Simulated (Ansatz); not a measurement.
# The pair H₂S···C₂H₆: a pair, distance and angle, part 1 of 2

How does the energy of the pair H₂S···C₂H₆ change over two coordinates at once? A grid of runs gives the map.

Method: RKS B3LYP-D4/def2-SVPD; program: Ansatz 0.2.0.

## Step 1: The starting structure

11 atoms, charge 0, spin multiplicity 1.

Atoms are counted from 1 here; the program's logs count them from 0.

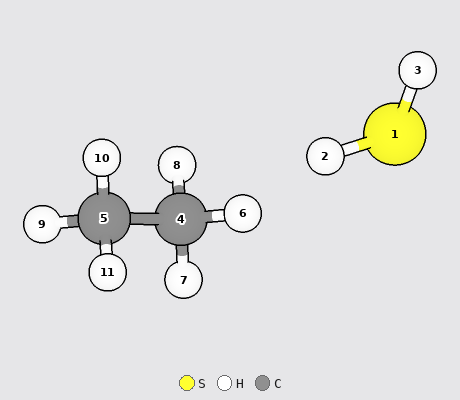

The starting geometry (sulfur yellow, hydrogen white, carbon grey); atoms are numbered from 1 in the order of the file.

Geometry (Å):

```
atom    x (Å)    y (Å)    z (Å)
  S1   0.0686  -0.6657  -3.5633
  H2   0.0714  -0.4057  -2.2264
  H3   0.2420   0.6501  -3.8669
  C4   0.0240  -0.2771   0.5208
  C5  -0.1195   0.3817   1.8933
  H6   0.8639   0.1660  -0.0508
  H7   0.2205  -1.3633   0.6064
  H8  -0.8984  -0.1538  -0.0810
  H9  -0.9565  -0.0596   2.4677
 H10  -0.3157   1.4675   1.8017
 H11   0.7996   0.2601   2.4983
```

This geometry comes from a loose relaxation at PBE in a small basis, which is not shown.

## Step 2: Geometry optimisation

input.yaml reads:

```yaml
crystal:
  periodic: [false, false, false]
  atoms:
    - { symbol: S, position_ang: [0.068636, -0.665673, -3.563278] }
    - { symbol: H, position_ang: [0.071377, -0.405745, -2.226363] }
    - { symbol: H, position_ang: [0.24199, 0.650103, -3.866881] }
    - { symbol: C, position_ang: [0.024045, -0.277078, 0.520828] }
    - { symbol: C, position_ang: [-0.119456, 0.381739, 1.893331] }
    - { symbol: H, position_ang: [0.863882, 0.165979, -0.050842] }
    - { symbol: H, position_ang: [0.220539, -1.363345, 0.606405] }
    - { symbol: H, position_ang: [-0.898431, -0.153841, -0.080963] }
    - { symbol: H, position_ang: [-0.956507, -0.059624, 2.467734] }
    - { symbol: H, position_ang: [-0.315662, 1.467497, 1.801716] }
    - { symbol: H, position_ang: [0.799587, 0.260088, 2.498312] }
basis:
  gaussian: { orbitals: def2-SVPD }
hamiltonian:
  xc: { name: B3LYP }
  dispersion: d4
output:
  forces: true
relax:
  f_tol: 0.003
  max_steps: 120
```

The run is started by

```console
$ ansatz run input.yaml --threads 1 --pin off --max-ram 2560MiB --backend cpu --events-out ev --progress --plain --runs-dir out
```

Output, cut to the lines that bear on the results:

```text
Warning: RAYON_NUM_THREADS=1 ignored (pool sized by the plan → 1); use --threads N
[...]
Functional definition: B3LYP
[...]
1125 factors; their error is unknown
[...]
mean field -13036.13765575 eV, -479.0692226374 hartree, gradient 8.0e-6 eV, S^2 0.000000; 0 other end points of the search recorded, 0 dependent functions left out
[...]
reference -13036.13796542 eV, -479.0692340176 hartree; 18, 18 occupied and 113, 113 virtual orbitals, 1125 factors
relax step   1: F+E_penalty+E_count = -13036.31615187 eV  Δ(F+E_penalty+E_count) = +0.000e0 eV  max|allowed force component| = 3.156e-1 eV/Å  Δτ_max = 0.0000 Å  (27 SCF iters, accepted)
[...]
relax step   9: F+E_penalty+E_count = -13036.32496935 eV  Δ(F+E_penalty+E_count) = -2.435e-5 eV  max|allowed force component| = 4.138e-2 eV/Å  Δτ_max = 0.0195 Å  (28 SCF iters, accepted)
[...]
relax step  17: F+E_penalty+E_count = -13036.32515504 eV  Δ(F+E_penalty+E_count) = -5.635e-6 eV  max|allowed force component| = 1.246e-2 eV/Å  Δτ_max = 0.0092 Å  (29 SCF iters, accepted)
[...]
relax step  25: F+E_penalty+E_count = -13036.32518244 eV  Δ(F+E_penalty+E_count) = -7.769e-7 eV  max|allowed force component| = 7.462e-3 eV/Å  Δτ_max = 0.0043 Å  (30 SCF iters, accepted)
[...]
relax step  33: F+E_penalty+E_count = -13036.32519677 eV  Δ(F+E_penalty+E_count) = -1.703e-6 eV  max|allowed force component| = 9.611e-4 eV/Å  Δτ_max = 0.0061 Å  (29 SCF iters, accepted)
[...]
relax step  35: F+E_penalty+E_count = -13036.32520409 eV  Δ(F+E_penalty+E_count) = -7.327e-6 eV  max|allowed force component| = 1.469e-3 eV/Å  Δτ_max = 0.0241 Å  (28 SCF iters, accepted)
1125 factors; their error is unknown
[...]
mean field -13036.14533628 eV, -479.0695048917 hartree, gradient 8.9e-6 eV, S^2 0.000000; 1 other end points of the search recorded, 0 dependent functions left out
[...]
reference -13036.14564495 eV, -479.0695162351 hartree; 18, 18 occupied and 113, 113 virtual orbitals, 1125 factors
Total energy: -13036.32551276 eV, -479.0761262552 hartree
Atom 0 at     0.224552    -0.865281    -3.452305 Å, force    -0.000308     0.001469     0.000796 eV/Å
Atom 1 at     0.116375    -0.230708    -2.263604 Å, force     0.000163    -0.000527    -0.000831 eV/Å
Atom 2 at     0.127487     0.288259    -4.150930 Å, force     0.000128    -0.000843    -0.000006 eV/Å
Atom 3 at    -0.005760    -0.088459     0.494735 Å, force     0.000017    -0.000242     0.000729 eV/Å
Atom 4 at    -0.111328     0.290139     1.971765 Å, force    -0.000094     0.000234    -0.000654 eV/Å
Atom 5 at     0.831950     0.434936     0.009599 Å, force    -0.000207    -0.000243     0.000389 eV/Å
Atom 6 at     0.159969    -1.168322     0.367160 Å, force    -0.000195     0.001035     0.000053 eV/Å
Atom 7 at    -0.926382     0.172134    -0.048852 Å, force     0.000223    -0.000299     0.000239 eV/Å
Atom 8 at    -0.947253    -0.232384     2.458992 Å, force     0.000271     0.000238    -0.000381 eV/Å
Atom 9 at    -0.276760     1.370247     2.096095 Å, force     0.000183    -0.001024    -0.000132 eV/Å
Atom 10 at     0.807150     0.029539     2.517344 Å, force    -0.000181     0.000201    -0.000201 eV/Å
Dipole moment:    -0.025656     0.204545     0.108598 e Å
```

Wall time 2.9 min (1 thread of Arm Neoverse V1, shared host); peak memory 0.25 GiB.

The steps of the relaxation: (not every step is listed)

```csv
step,energy from step 1 (eV),largest force component (eV/Å)
1,0.0000,0.3156
2,-0.0077,0.1016
3,-0.0085,0.0103
4,-0.0085,0.0058
5,-0.0086,0.0072
6,-0.0086,0.0259
7,-0.0087,0.0246
8,-0.0088,0.0347
9,-0.0088,0.0414
11,-0.0089,0.0225
13,-0.0089,0.0247
15,-0.0090,0.0084
17,-0.0090,0.0125
19,-0.0090,0.0075
21,-0.0090,0.0083
23,-0.0090,0.0064
25,-0.0090,0.0075
27,-0.0090,0.0085
29,-0.0090,0.0028
30,-0.0088,0.0953
31,-0.0090,0.0014
32,-0.0086,0.1395
33,-0.0090,0.0010
34,-0.0090,0.0278
35,-0.0091,0.0015
```

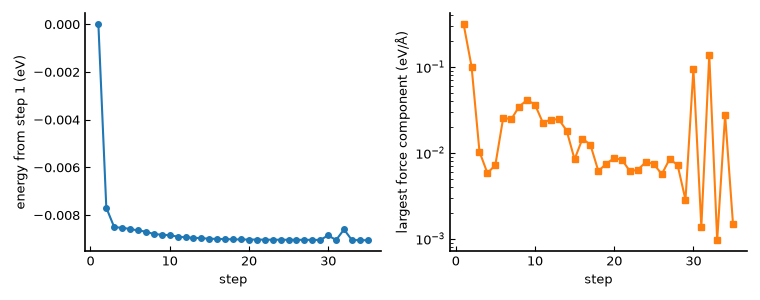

Energy and force, step by step.

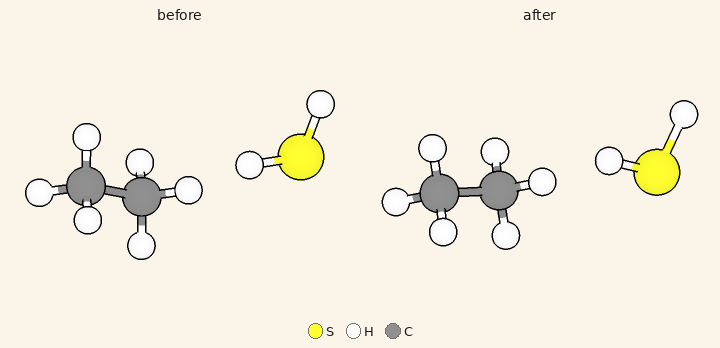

The geometry before (left) and after (right).

Close pairs (by a distance rule), those that changed most:

```csv
bond,before (Å),after (Å),change (Å)
S1–H2,1.362,1.352,-0.010
S1–H3,1.361,1.352,-0.009
C4–H6,1.108,1.100,-0.008
C4–H8,1.108,1.100,-0.008
C5–H10,1.107,1.100,-0.007
C5–H11,1.107,1.100,-0.007
C5–H9,1.107,1.100,-0.007
C4–H7,1.107,1.100,-0.007
```

## Step 3: Reference: C2H6 by itself, as typed

input.yaml reads:

```yaml
crystal:
  periodic: [false, false, false]
  atoms:
    - { symbol: C, position_ang: [-0.00576, -0.088459, 0.494735] }
    - { symbol: C, position_ang: [-0.111328, 0.290139, 1.971765] }
    - { symbol: H, position_ang: [0.83195, 0.434936, 0.009599] }
    - { symbol: H, position_ang: [0.159969, -1.168322, 0.36716] }
    - { symbol: H, position_ang: [-0.926382, 0.172134, -0.048852] }
    - { symbol: H, position_ang: [-0.947253, -0.232384, 2.458992] }
    - { symbol: H, position_ang: [-0.27676, 1.370247, 2.096095] }
    - { symbol: H, position_ang: [0.80715, 0.029539, 2.517344] }
basis:
  gaussian: { orbitals: def2-SVPD }
hamiltonian:
  xc: { name: B3LYP }
  dispersion: d4
output:
  forces: true
```

The run is started by

```console
$ ansatz run input.yaml --threads 1 --pin off --max-ram 2560MiB --backend cpu --events-out ev --progress --plain --runs-dir out
```

Output, cut to the lines that bear on the results:

```text
Warning: RAYON_NUM_THREADS=1 ignored (pool sized by the plan → 1); use --threads N
[...]
[... 1 set-up line as earlier in the session ...]
[...]
722 factors; their error is unknown
[...]
mean field -2170.84907938 eV, -79.7772322129 hartree, gradient 3.2e-5 eV, S^2 0.000000; 0 other end points of the search recorded, 0 dependent functions left out
[...]
reference -2170.84929235 eV, -79.7772400392 hartree; 9, 9 occupied and 79, 79 virtual orbitals, 722 factors
Total energy: -2170.96606163 eV, -79.7815312313 hartree
Atom 0 at    -0.005760    -0.088459     0.494735 Å, force    -0.001314     0.022516     0.015939 eV/Å
Atom 1 at    -0.111328     0.290139     1.971765 Å, force     0.002651    -0.019379    -0.027374 eV/Å
Atom 2 at     0.831950     0.434936     0.009599 Å, force    -0.026386    -0.006294    -0.017566 eV/Å
Atom 3 at     0.159969    -1.168322     0.367160 Å, force     0.000134    -0.004833     0.004440 eV/Å
Atom 4 at    -0.926382     0.172134    -0.048852 Å, force     0.026681     0.002013    -0.016081 eV/Å
Atom 5 at    -0.947253    -0.232384     2.458992 Å, force    -0.007881    -0.002224     0.016203 eV/Å
Atom 6 at    -0.276760     1.370247     2.096095 Å, force    -0.001315     0.008105     0.008016 eV/Å
Atom 7 at     0.807150     0.029539     2.517344 Å, force     0.007430     0.000095     0.016423 eV/Å
Dipole moment:     0.000008    -0.000111     0.000247 e Å
```

Run time: 1.6 s. Hardware: 1 thread of Arm Neoverse V1, shared host; peak memory 0.12 GiB.

## Step 4: Reference: H2S by itself, as typed

input.yaml reads:

```yaml
crystal:
  periodic: [false, false, false]
  atoms:
    - { symbol: S, position_ang: [0.224552, -0.865281, -3.452305] }
    - { symbol: H, position_ang: [0.116375, -0.230708, -2.263604] }
    - { symbol: H, position_ang: [0.127487, 0.288259, -4.15093] }
basis:
  gaussian: { orbitals: def2-SVPD }
hamiltonian:
  xc: { name: B3LYP }
  dispersion: d4
output:
  forces: true
```

The run is started by

```console
$ ansatz run input.yaml --threads 1 --pin off --max-ram 2560MiB --backend cpu --events-out ev --progress --plain --runs-dir out
```

Output, cut to the lines that bear on the results:

```text
Warning: RAYON_NUM_THREADS=1 ignored (pool sized by the plan → 1); use --threads N
[...]
[... 1 set-up line as earlier in the session ...]
[...]
407 factors; integrals over basis functions are off by at most 1.1e-3 eV
[...]
mean field -10865.28616817 eV, -399.2919019247 hartree, gradient 5.1e-5 eV, S^2 0.000000; 0 other end points of the search recorded, 0 dependent functions left out
[...]
reference -10865.28637751 eV, -399.2919096180 hartree; 9, 9 occupied and 34, 34 virtual orbitals, 407 factors
Total energy: -10865.31082921 eV, -399.2928082013 hartree
Atom 0 at     0.224552    -0.865281    -3.452305 Å, force     0.003832    -0.031713    -0.014216 eV/Å
Atom 1 at     0.116375    -0.230708    -2.263604 Å, force    -0.002211     0.017575     0.010376 eV/Å
Atom 2 at     0.127487     0.288259    -4.150930 Å, force    -0.001622     0.014138     0.003840 eV/Å
Dipole moment:    -0.023179     0.201937     0.055369 e Å
```

Wall time 0.52 s (1 thread of Arm Neoverse V1, shared host); peak memory 0.076 GiB.

## Step 5: Plan of the scan

First coordinate, distance C4···S1: 11 values from 3.385 to 4.785 Å. Second coordinate, turn of S1, H2, H3 about C4: 11 values from −120 to 120 °.

Nothing else is relaxed (both partners rigid). Energies count from the two partners far apart, frozen as in the relaxed pair, each in its own basis (no counterpoise correction). Points are written as (first, second).

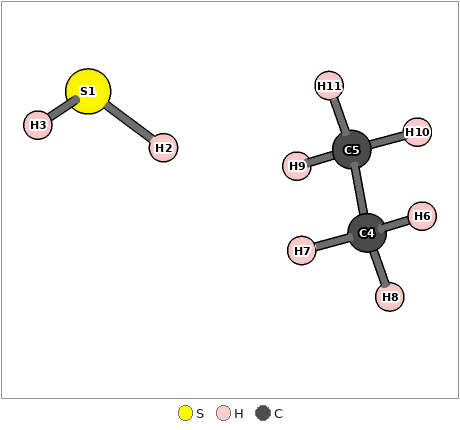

The geometry at (4.409 Å, −120°).

Of the runs on the grid, 3 are shown in the steps below; the others differ only in the two coordinates.

## Step 6: The run at (4.234 Å, −120°)

input.yaml reads:

```yaml
crystal:
  periodic: [false, false, false]
  atoms:
    - { symbol: S, position_ang: [0.736414, -3.167069, 3.305091] }
    - { symbol: H, position_ang: [0.632557, -2.463191, 2.155672] }
    - { symbol: H, position_ang: [1.200597, -4.265162, 2.66722] }
    - { symbol: C, position_ang: [-0.00576, -0.088459, 0.494735] }
    - { symbol: C, position_ang: [-0.111328, 0.290139, 1.971765] }
    - { symbol: H, position_ang: [0.83195, 0.434936, 0.009599] }
    - { symbol: H, position_ang: [0.159969, -1.168322, 0.36716] }
    - { symbol: H, position_ang: [-0.926382, 0.172134, -0.048852] }
    - { symbol: H, position_ang: [-0.947253, -0.232384, 2.458992] }
    - { symbol: H, position_ang: [-0.27676, 1.370247, 2.096095] }
    - { symbol: H, position_ang: [0.80715, 0.029539, 2.517344] }
basis:
  gaussian: { orbitals: def2-SVPD }
hamiltonian:
  xc: { name: B3LYP }
  dispersion: d4
output:
  forces: true
```

The run is started by

```console
$ ansatz run input.yaml --threads 1 --pin off --max-ram 2560MiB --backend cpu --events-out ev --progress --plain --runs-dir out
```

Output, cut to the lines that bear on the results:

```text
Warning: RAYON_NUM_THREADS=1 ignored (pool sized by the plan → 1); use --threads N
[...]
[... 1 set-up line as earlier in the session ...]
[...]
1125 factors; their error is unknown
[...]
mean field -13036.12818168 eV, -479.0688744717 hartree, gradient 6.7e-5 eV, S^2 0.000000; 0 other end points of the search recorded, 0 dependent functions left out
[...]
reference -13036.12847584 eV, -479.0688852820 hartree; 18, 18 occupied and 113, 113 virtual orbitals, 1125 factors
Total energy: -13036.33196907 eV, -479.0763635202 hartree
Atom 0 at     0.736414    -3.167069     3.305091 Å, force     0.000724     0.013463    -0.024388 eV/Å
Atom 1 at     0.632557    -2.463191     2.155672 Å, force     0.003814    -0.025951     0.014713 eV/Å
Atom 2 at     1.200597    -4.265162     2.667220 Å, force    -0.001740    -0.006160     0.005897 eV/Å
Atom 3 at    -0.005760    -0.088459     0.494735 Å, force    -0.000589     0.083616     0.038263 eV/Å
Atom 4 at    -0.111328     0.290139     1.971765 Å, force     0.000098    -0.006897    -0.009393 eV/Å
Atom 5 at     0.831950     0.434936     0.009599 Å, force    -0.023840    -0.025512    -0.009924 eV/Å
Atom 6 at     0.159969    -1.168322     0.367160 Å, force    -0.006715    -0.028200    -0.041884 eV/Å
Atom 7 at    -0.926382     0.172134    -0.048852 Å, force     0.030418    -0.026880    -0.010251 eV/Å
Atom 8 at    -0.947253    -0.232384     2.458992 Å, force    -0.014995     0.006374     0.014696 eV/Å
Atom 9 at    -0.276760     1.370247     2.096095 Å, force     0.005342    -0.015686     0.002761 eV/Å
Atom 10 at     0.807150     0.029539     2.517344 Å, force     0.007482     0.031833     0.019512 eV/Å
Dipole moment:     0.029518    -0.001035    -0.210495 e Å
```

Wall time 5.1 s (1 thread of Arm Neoverse V1, shared host); peak memory 0.24 GiB.

On the map this point reads −5.3 kJ/mol.

## Step 7: Grid point (4.409 Å, −120°)

input.yaml, as its differences from that of step 6:

```diff
@@ -3,5 +3,5 @@
   atoms:
-    - { symbol: S, position_ang: [0.736414, -3.167069, 3.305091] }
-    - { symbol: H, position_ang: [0.632557, -2.463191, 2.155672] }
-    - { symbol: H, position_ang: [1.200597, -4.265162, 2.66722] }
+    - { symbol: S, position_ang: [0.767089, -3.294314, 3.421248] }
+    - { symbol: H, position_ang: [0.663232, -2.590436, 2.27183] }
+    - { symbol: H, position_ang: [1.231273, -4.392407, 2.783378] }
     - { symbol: C, position_ang: [-0.00576, -0.088459, 0.494735] }
```

The run is started by

```console
$ ansatz run input.yaml --threads 1 --pin off --max-ram 2560MiB --backend cpu --events-out ev --progress --plain --runs-dir out
```

Output, cut to the lines that bear on the results:

```text
Warning: RAYON_NUM_THREADS=1 ignored (pool sized by the plan → 1); use --threads N
[...]
[... 1 set-up line as earlier in the session ...]
[...]
1125 factors; their error is unknown
[...]
mean field -13036.13661762 eV, -479.0691844868 hartree, gradient 3.8e-5 eV, S^2 0.000000; 0 other end points of the search recorded, 0 dependent functions left out
[...]
reference -13036.13691532 eV, -479.0691954271 hartree; 18, 18 occupied and 113, 113 virtual orbitals, 1125 factors
Total energy: -13036.33056012 eV, -479.0763117421 hartree
Atom 0 at     0.767089    -3.294314     3.421248 Å, force    -0.003281     0.021822    -0.013575 eV/Å
Atom 1 at     0.663232    -2.590436     2.271830 Å, force    -0.001751    -0.001415    -0.001257 eV/Å
Atom 2 at     1.231273    -4.392407     2.783378 Å, force    -0.000656    -0.002949     0.000307 eV/Å
Atom 3 at    -0.005760    -0.088459     0.494735 Å, force    -0.000312     0.064840     0.033755 eV/Å
Atom 4 at    -0.111328     0.290139     1.971765 Å, force     0.001498    -0.025822    -0.013194 eV/Å
Atom 5 at     0.831950     0.434936     0.009599 Å, force    -0.024895    -0.021131    -0.011470 eV/Å
Atom 6 at     0.159969    -1.168322     0.367160 Å, force    -0.003925    -0.027095    -0.027583 eV/Å
Atom 7 at    -0.926382     0.172134    -0.048852 Å, force     0.030882    -0.020718    -0.011074 eV/Å
Atom 8 at    -0.947253    -0.232384     2.458992 Å, force    -0.014412     0.003605     0.015706 eV/Å
Atom 9 at    -0.276760     1.370247     2.096095 Å, force     0.005246    -0.011948     0.006818 eV/Å
Atom 10 at     0.807150     0.029539     2.517344 Å, force     0.011605     0.020812     0.021567 eV/Å
Dipole moment:     0.031234    -0.008334    -0.208053 e Å
```

Run time: 5.1 s. Hardware: 1 thread of Arm Neoverse V1, shared host; peak memory 0.24 GiB.

Energy on the map's scale: −5.2 kJ/mol.

## Step 8: Grid point (3.440 Å, −48°)

input.yaml, as its differences from that of step 7:

```diff
@@ -3,5 +3,5 @@
   atoms:
-    - { symbol: S, position_ang: [0.767089, -3.294314, 3.421248] }
-    - { symbol: H, position_ang: [0.663232, -2.590436, 2.27183] }
-    - { symbol: H, position_ang: [1.231273, -4.392407, 2.783378] }
+    - { symbol: S, position_ang: [0.727607, -2.963149, -1.246509] }
+    - { symbol: H, position_ang: [0.464647, -1.676, -0.927931] }
+    - { symbol: H, position_ang: [0.85343, -2.680028, -2.562625] }
     - { symbol: C, position_ang: [-0.00576, -0.088459, 0.494735] }
```

The run is started by

```console
$ ansatz run input.yaml --threads 1 --pin off --max-ram 2560MiB --backend cpu --events-out ev --progress --plain --runs-dir out
```

Output, cut to the lines that bear on the results:

```text
Warning: RAYON_NUM_THREADS=1 ignored (pool sized by the plan → 1); use --threads N
[...]
[... 1 set-up line as earlier in the session ...]
[...]
1125 factors; their error is unknown
[...]
mean field -13035.81164772 eV, -479.0572420633 hartree, gradient 1.8e-5 eV, S^2 0.000000; 0 other end points of the search recorded, 0 dependent functions left out
[...]
reference -13035.81194330 eV, -479.0572529255 hartree; 18, 18 occupied and 113, 113 virtual orbitals, 1125 factors
Total energy: -13036.02057819 eV, -479.0649201165 hartree
Atom 0 at     0.727607    -2.963149    -1.246509 Å, force     0.096771    -0.241068    -0.389133 eV/Å
Atom 1 at     0.464647    -1.676000    -0.927931 Å, force     0.148051    -0.391936    -0.477941 eV/Å
Atom 2 at     0.853430    -2.680028    -2.562625 Å, force     0.021450    -0.096835    -0.030195 eV/Å
Atom 3 at    -0.005760    -0.088459     0.494735 Å, force    -0.086777     0.232445     0.254046 eV/Å
Atom 4 at    -0.111328     0.290139     1.971765 Å, force     0.004535    -0.003650     0.021829 eV/Å
Atom 5 at     0.831950     0.434936     0.009599 Å, force     0.001652    -0.011946    -0.014559 eV/Å
Atom 6 at     0.159969    -1.168322     0.367160 Å, force    -0.203023     0.544686     0.680210 eV/Å
Atom 7 at    -0.926382     0.172134    -0.048852 Å, force     0.013668    -0.023116    -0.021832 eV/Å
Atom 8 at    -0.947253    -0.232384     2.458992 Å, force     0.001430    -0.002001    -0.006468 eV/Å
Atom 9 at    -0.276760     1.370247     2.096095 Å, force     0.001653    -0.004373    -0.010157 eV/Å
Atom 10 at     0.807150     0.029539     2.517344 Å, force     0.000589    -0.002208    -0.005800 eV/Å
Dipole moment:    -0.038610     0.260821    -0.039470 e Å
```

Wall time 4.9 s (1 thread of Arm Neoverse V1, shared host); peak memory 0.24 GiB.

Energy on the map's scale: 24.7 kJ/mol.

(Continued in part 2 of 2.)
